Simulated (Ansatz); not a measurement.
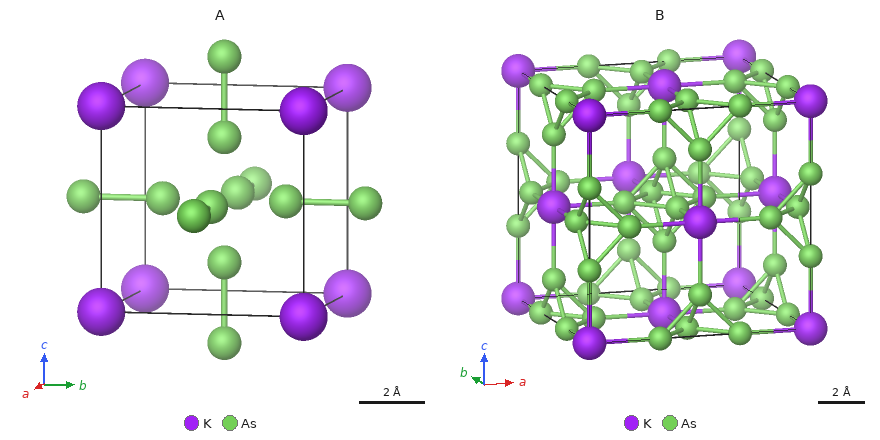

Two structures of KAs$_{6}$, each relaxed to rest (conventional cells in solid outline, small ones repeated, not to one scale). Method: Ansatz, DFT PBE, scalar-relativistic, plane waves, PAW, without spin polarisation.

**What are A and B?**

A: 7 atoms a cell on a primitive cubic lattice, Pm-3m. B: 28 atoms a cell on a face-centred cubic lattice, Fm-3m.

**A or B: which is lower in energy?**

A is lower, by 53 meV/atom at this level of theory (energies at zero smearing). Volumes: A 38.2, B 38.8 Å³/atom.

One or both may be structure types tried for this composition rather than known phases.
